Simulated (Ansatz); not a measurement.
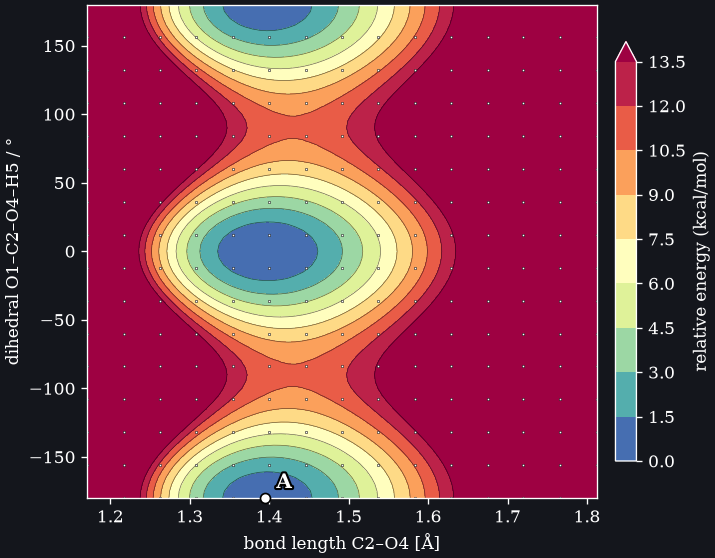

CHO3, SMILES O=C([O-])O, charge −1. Coordinates scanned: (1) bond length C2–O4; (2) dihedral O1–C2–O4–H5. Nothing is relaxed (all other coordinates rigid). The grid has 15 × 15 points; 120 points were computed and 105 follow by symmetry. All energies are given in kcal/mol relative to the relaxed molecule at the same level. Theory: RHF/def2-TZVPD in Ansatz 0.2.0.

Drawn: filled contours, dots at the grid points, one colour for all values above the top of the scale, the well A. Between grid points the surface is interpolated.

### Where is the minimum, and how stiff is the well along each coordinate? Take the well at A.

The interpolated minimum is at bond length C2–O4 ≈ 1.394 Å, dihedral O1–C2–O4–H5 ≈ −180°. The curvatures there are about 33 eV/Å² and 0.98 eV/rad², with a cross term of about 0 eV/(Å·rad). Round the minimum the two coordinates are nearly uncoupled. (1 eV is 23.1 kcal/mol.)
